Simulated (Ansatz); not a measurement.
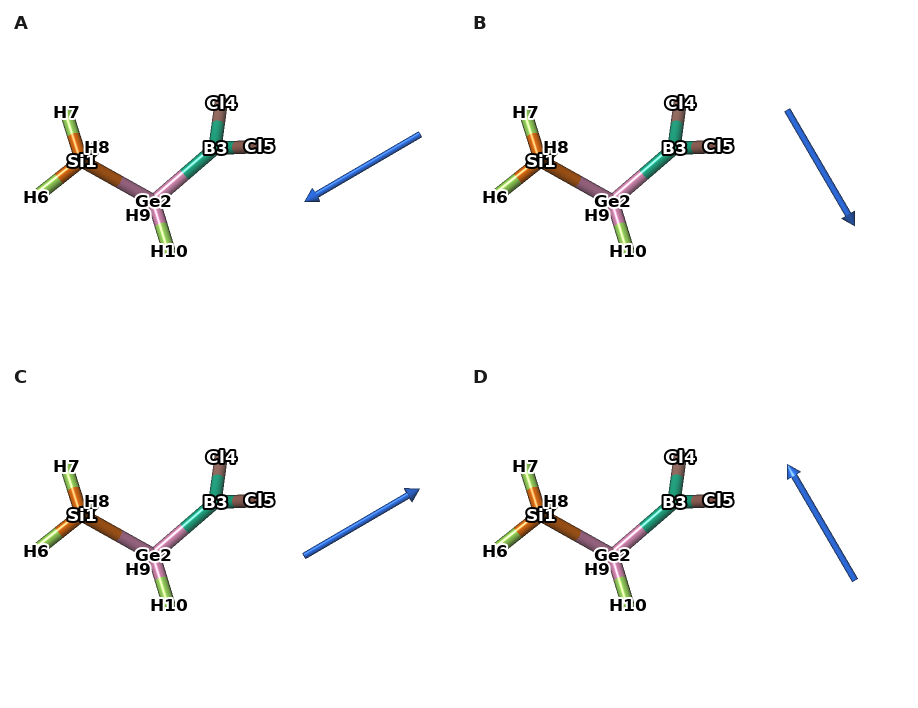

The same molecule four times, each with an arrow. The geometry was computed by an optimisation with PBE0-D4/def2-TZVP. No frequency run is at hand to confirm it as a minimum. Level of theory: RKS r2SCAN-D4/def2-TZVPP (Ansatz 0.2.0).

> Which arrow points along the dipole moment, from the negative to the positive end?

A. The dipole moment is 0.54 D; it points from the side of Cl4, Cl5 to the side of H6 (the outermost atoms at the two ends).
